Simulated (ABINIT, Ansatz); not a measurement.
## TiNF (Pmmn): G0W0 with ABINIT, start to end

Aim: the G0W0 gap of TiNF (Pmmn) on LDA, step by step.

Calculated with ABINIT 10.8.3; LDA and many-body steps on it, plane waves.

### Step 1. The starting structure

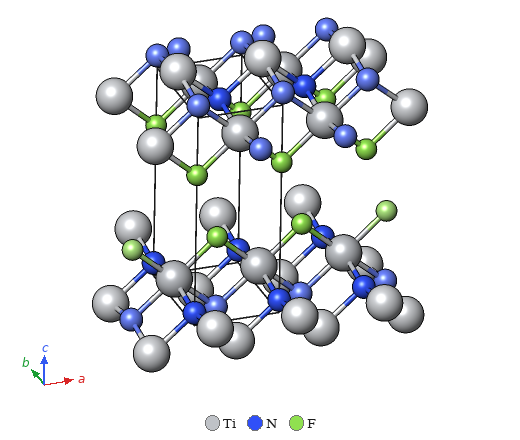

The starting structure, seen slightly off an axis (titanium light grey, nitrogen blue, fluorine green). 2×1×1 cells are drawn. Some periodic images of atoms are drawn too.

The cell and positions are those that the Materials Project relaxed with its own functionals (PBE, PBE+U or r2SCAN), kept fixed.

### Step 2. Ground state

This step: ABINIT 10.8.3; DFT, LDA, plane waves, norm-conserving pseudopotentials.

The ground-state density comes first.

Contents of run.abi:

```
acell 3*1.0 Angstrom
rprim 
  3.062004000000 0.000000000000 0.000000000000
  0.000000000000 3.964387000000 0.000000000000
  0.000000000000 0.000000000000 7.870826000000
ntypat 3
znucl 22 7 9
natom 6
typat 1 1 2 2 3 3
xred 
  0.500000000000 0.000000000000 0.895914000000
  0.000000000000 0.500000000000 0.104086000000
  0.500000000000 0.500000000000 0.939316000000
  0.000000000000 0.000000000000 0.060684000000
  0.000000000000 0.000000000000 0.724624000000
  0.500000000000 0.500000000000 0.275376000000
pp_dirpath "pseudos"
pseudos "Ti.upf, N.upf, F.upf"
ecut 38
ngkpt 6 6 4
nshiftk 1
shiftk 0 0 0
kptopt 1
chksymbreak 0
nband 31
occopt 1
tolvrs 1e-10
nstep 60
prtwf 0
optforces 0
optstress 0
indata_prefix "in"
outdata_prefix "out"
tmpdata_prefix "tmp"
```

Command:

```sh
$ OMP_NUM_THREADS=1 mpirun -n 4 abinit run.abi > log
```

Numbers of over 12 decimals in the logs are rounded to 6 here.

Log:

```text
.Version 10.8.3 of ABINIT. v10.8.2 released Aug 2026.

 Symmetries : space group Pm m n (# 59); Bravais oP (primitive ortho.)
================================================================================
 Values of the parameters that define the memory need of the present run
     intxc =       0    ionmov =       0      iscf =       7    lmnmax =       6
     lnmax =       6     mgfft =      90  mpssoang =       3    mqgrid =    4128
     natom =       6  nloc_mem =       1    nspden =       1   nspinor =       1
    nsppol =       1      nsym =       8    n1xccc =    2501    ntypat =       3
    occopt =       1   xclevel =       1
-    mband =          31        mffmem =           1         mkmem =          12
       mpw =        7242          nfft =      145800          nkpt =          48
================================================================================
  Rough estimation (10% accuracy) of disk space for files :
================================================================================

--------------------------------------------------------------------------------
------------- Echo of variables that govern the present computation ------------
--------------------------------------------------------------------------------
 -outvars: echo values of preprocessed input variables --------
            acell      1.8897261259E+00  1.8897261259E+00  1.8897261259E+00 Bohr

      chksymbreak           0
             ecut      3.80000000E+01 Hartree
-          fftalg         312

              ixc       -1012
              kpt      0.00000000E+00  0.00000000E+00  0.00000000E+00
                       1.66666667E-01  0.00000000E+00  0.00000000E+00
                       3.33333333E-01  0.00000000E+00  0.00000000E+00
                       5.00000000E-01  0.00000000E+00  0.00000000E+00
                       0.00000000E+00  1.66666667E-01  0.00000000E+00
                       1.66666667E-01  1.66666667E-01  0.00000000E+00
                       3.33333333E-01  1.66666667E-01  0.00000000E+00
                       5.00000000E-01  1.66666667E-01  0.00000000E+00
                       0.00000000E+00  3.33333333E-01  0.00000000E+00
   [... 37 further rows ...]
                       3.33333333E-01  5.00000000E-01  5.00000000E-01
                       5.00000000E-01  5.00000000E-01  5.00000000E-01
         kptrlatt        6    0    0      0    6    0      0    0    4
          kptrlen      3.47180937E+01
P           mkmem          12
            natom           6
            nband          31
            ngfft          36      45      90
             nkpt          48
            nstep          60
             nsym           8
           ntypat           3
              occ      2.000000  2.000000  2.000000  2.000000  2.000000  2.000000
                       2.000000  2.000000  2.000000  2.000000  2.000000  2.000000
                       2.000000  2.000000  2.000000  2.000000  2.000000  2.000000
                       2.000000  2.000000  2.000000  2.000000  2.000000  2.000000
                       0.000000  0.000000  0.000000  0.000000  0.000000  0.000000
                       0.000000
        optforces           0
        optstress           0
            prtwf           0
            rprim      3.0620040000E+00  0.0000000000E+00  0.0000000000E+00
[...]
spgroup          59

           tolvrs      1.00000000E-10

             xred      5.0000000000E-01  0.0000000000E+00  8.9591400000E-01
[...]
znucl       22.00000    7.00000    9.00000

================================================================================

 chkinp: Checking input parameters for consistency.

================================================================================
== DATASET  1 ==================================================================
-   mpi_nproc: 4, omp_nthreads: 1 (-1 if OMP is not activated)

--- !DatasetInfo
iteration_state: {dtset: 1, }
dimensions: {natom: 6, nkpt: 48, mband: 31, nsppol: 1, nspinor: 1, nspden: 1, mpw: 7242, }
cutoff_energies: {ecut:  38.0, pawecutdg:  -1.0, }
electrons: {nelect:   4.80000000E+01, charge:   0.00000000E+00, occopt:   1.00000000E+00, tsmear:   1.00000000E-02, }

 Real(R)+Recip(G) space primitive vectors, cartesian coordinates (Bohr,Bohr^-1):
 R(1)=  5.7863490  0.0000000  0.0000000  G(1)=  0.1728205  0.0000000  0.0000000
 R(2)=  0.0000000  7.4916057  0.0000000  G(2)=  0.0000000  0.1334827  0.0000000
 R(3)=  0.0000000  0.0000000 14.8737055  G(3)=  0.0000000  0.0000000  0.0672327
 Unit cell volume ucvol=  6.4476093E+02 bohr^3
 Angles (23,13,12)=  9.00000000E+01  9.00000000E+01  9.00000000E+01 degrees

 getcut: wavevector=  0.0000  0.0000  0.0000  ngfft=  36  45  90
         ecut(hartree)=     38.000   => boxcut(ratio)=   2.11651

--- Pseudopotential description ------------------------------------------------
- Ti Generated using ONCVPSP code by D. R. Hamann
- 22.00000  12.00000  180309                  znucl, zion, pspdat
12 -1012 2 -1 1568                            pspcod,pspxc,lmax,lloc,mmax
     nproj     2     2     2
  pspatm : epsatm=   14.84363209
         --- l  ekb(1:nproj) -->
[...]
pspatm: atomic psp has been read  and splines computed

- N Generated using ONCVPSP code by D. R. Hamann
-  7.00000   5.00000  180309                  znucl, zion, pspdat
12 -1012 1 -1 1058                            pspcod,pspxc,lmax,lloc,mmax
     nproj     2     2     0
  pspatm : epsatm=    5.30777321
         --- l  ekb(1:nproj) -->
[...]
pspatm: atomic psp has been read  and splines computed

- F Generated using ONCVPSP code by D. R. Hamann
-  9.00000   7.00000  201202                  znucl, zion, pspdat
12 -1012 2 -1 824                             pspcod,pspxc,lmax,lloc,mmax
     nproj     2     2     1
  pspatm : epsatm=    4.94580260
         --- l  ekb(1:nproj) -->
[...]
2   -2.364936
 pspatm: atomic psp has been read  and splines computed

   2.40933196E+03                                ecore*ucvol(ha*bohr**3)
--------------------------------------------------------------------------------

_setup2: Arith. and geom. avg. npw (full set) are    7214.035    7214.013

================================================================================

--- !BeginCycle
iteration_state: {dtset: 1, }
solver: {iscf: 7, nstep: 60, nline: 4, wfoptalg: 0, }
tolerances: {tolvrs: 1.00E-10, }

     iter   Etot(hartree)      deltaE(h)  residm     vres2
 ETOT  1  -187.81445062200    -1.878E+02 1.526E-01 4.447E+03
 ETOT  2  -179.30610648341     8.508E+00 5.955E-02 3.850E+04
 ETOT  3  -188.80043684611    -9.494E+00 3.711E-02 5.013E+02
 ETOT  4  -188.85441805185    -5.398E-02 2.406E-02 2.490E+02
 ETOT  5  -188.87595995426    -2.154E-02 3.906E-03 1.128E+02
 ETOT  6  -188.90342775831    -2.747E-02 2.420E-03 4.577E+00
 ETOT  7  -188.90416822731    -7.405E-04 2.133E-03 1.420E+00
 ETOT  8  -188.90411031861     5.791E-05 9.040E-04 2.090E+00
 ETOT  9  -188.90413630225    -2.598E-05 1.150E-03 1.023E+00
 ETOT 10  -188.90423540783    -9.911E-05 4.842E-04 2.087E-02
[...]
ETOT 15  -188.90423767680    -1.024E-10 3.416E-04 1.734E-08
 ETOT 16  -188.90423767679     9.749E-12 2.373E-04 3.723E-09
 ETOT 17  -188.90423767680    -6.651E-12 3.447E-04 1.936E-10
 ETOT 18  -188.90423767679     7.788E-12 2.110E-04 2.500E-10
 ETOT 19  -188.90423767680    -1.344E-11 3.346E-04 1.367E-11

 At SCF step   19       vres2   =  1.37E-11 < tolvrs=  1.00E-10 =>converged.

--- !ResultsGS
iteration_state: {dtset: 1, }
comment   : Summary of ground state results
lattice_vectors:
- [  5.7863490,   0.0000000,   0.0000000, ]
- [  0.0000000,   7.4916057,   0.0000000, ]
- [  0.0000000,   0.0000000,  14.8737055, ]
lattice_lengths: [   5.78635,    7.49161,   14.87371, ]
lattice_angles: [ 90.000,  90.000,  90.000, ] # degrees, (23, 13, 12)
lattice_volume:   6.4476093E+02
convergence: {deltae: -1.344E-11, res2:  1.367E-11, residm:  3.346E-04, diffor:  0.000E+00, }
etotal    :  -1.88904238E+02
entropy   :   0.00000000E+00
fermie    :   7.68222598E-02
cartesian_stress_tensor: null
pressure_GPa: null
xred      :
- [  5.0000E-01,   0.0000E+00,   8.9591E-01, Ti]
- [  0.0000E+00,   5.0000E-01,   1.0409E-01, Ti]
- [  5.0000E-01,   5.0000E-01,   9.3932E-01,  N]
- [  0.0000E+00,   0.0000E+00,   6.0684E-02,  N]
- [  0.0000E+00,   0.0000E+00,   7.2462E-01,  F]
- [  5.0000E-01,   5.0000E-01,   2.7538E-01,  F]
cartesian_forces: null
force_length_stats: {min: null, max: null, mean: null, }

 Integrated electronic density in atomic spheres:
 ------------------------------------------------
 Atom  Sphere_radius  Integrated_density
[...]
================================================================================

 ----iterations are completed or convergence reached----

 Mean square residual over all n,k,spin=   14.588E-07; max=  33.457E-05
 reduced coordinates (array xred) for    6 atoms
[...]
0.000000000000      0.500000000000      0.104086000000
       0.500000000000      0.500000000000      0.939316000000
       0.000000000000      0.000000000000      0.060684000000
       0.000000000000      0.000000000000      0.724624000000
       0.500000000000      0.500000000000      0.275376000000
 rms dE/dt=  0.0000E+00; max dE/dt=  0.0000E+00; dE/dt below (all hartree)
    1       0.000000000000      0.000000000000      0.000000000000
    2       0.000000000000      0.000000000000      0.000000000000
    3       0.000000000000      0.000000000000      0.000000000000
    4       0.000000000000      0.000000000000      0.000000000000
    5       0.000000000000      0.000000000000      0.000000000000
    6       0.000000000000      0.000000000000      0.000000000000

 cartesian coordinates (angstrom) at end:
    1      1.531002     0.000000     7.051583
    2      0.000000     1.982193     0.819243
    3      1.531002     1.982193     7.393193
    4      0.000000     0.000000     0.477633
    5      0.000000     0.000000     5.703389
    6      1.531002     1.982193     2.167437
 length scales=  1.889726125908  1.889726125908  1.889726125908 bohr
              =  1.000000000000  1.000000000000  1.000000000000 angstroms
 prteigrs : about to open file out_EIG
 Fermi (or HOMO) energy (hartree) =   0.07682   Average Vxc (hartree)=  -0.33136
 Eigenvalues (hartree) for nkpt=  48  k points:
 kpt#   1, nband= 31, wtk=  0.00694, kpt=  0.0000  0.0000  0.0000 (reduced coord)
  -2.02108   -2.01845   -1.16553   -1.16138   -1.15946   -1.15692   -1.15243   -1.15215
  -0.76221   -0.76105   -0.45253   -0.40272   -0.14068   -0.12498   -0.12323   -0.12017
  -0.09428   -0.08941   -0.08644   -0.02944   -0.02040   -0.01944    0.03105    0.07682
   0.10072    0.12830    0.13398    0.14735    0.15239    0.17423    0.21309
 prteigrs : prtvol=0 or 1, do not print more k-points.

--- !EnergyTerms
iteration_state     : {dtset: 1, }
comment             : Components of total free energy in Hartree
kinetic             :  9.21621675864353E+01
hartree             :  1.07893969415883E+02
xc                  : -3.40130442589389E+01
Ewald energy        : -6.05644211546545E+01
psp_core            :  3.73678344770718E+00
local_psp           : -2.91840016851457E+02
non_local_psp       : -6.27967586177844E+00
total_energy        : -1.88904237676804E+02
total_energy_eV     : -5.14034617492610E+03
band_energy         : -2.84465493528107E+01

== END DATASET(S) ==============================================================
================================================================================

 -outvars: echo values of variables after computation  --------
           etotal     -1.8890423768E+02
            nband          31
             nkpt          48
          spgroup          59
 [... the other variables as echoed above ...]

 Calculation completed.
```

The job ended after 3.3 min (4 MPI ranks of Arm Neoverse V1, shared host; peak memory 0.52 GiB).

Numbers from this step:

| Item | Value |
| --- | --- |
| total energy | -5140.3462 eV |
| gap | 0.6504 eV |
| k of the valence top | 0, 0, 0 |
| k of the conduction bottom | 0, 0, 0 |
| least direct gap | 0.6504 eV |

The gap is direct, at Γ.

(Continued in part 2 of 3.)

[Paths, hosts, dates, memory and timing lines, banners, echoed tables and standing remarks are left out of the program output.]

[Logs are printed without paths, hosts, clocks, repeated set-up lines and the standing remarks that a program may print on its own settings, such as how far it seeks lower states.]

[Runs of the session that timed out or met a known fault of the program may be left out.]

[Hosts, paths, dates, database ids (printed as entryN), source tags and the programs' standing remarks are cut or masked in the printed files.]

[G0W0 gaps are taken among the corrected bands and points alone; a level outside them can change the order at an edge.]

[Where Ansatz stands beside ABINIT at settings called matched, ABINIT's density can come from a denser mesh and the files from another edition; pairs whose starting gaps differed by over 0.03 eV were left out, so agreement reads better than it is.]
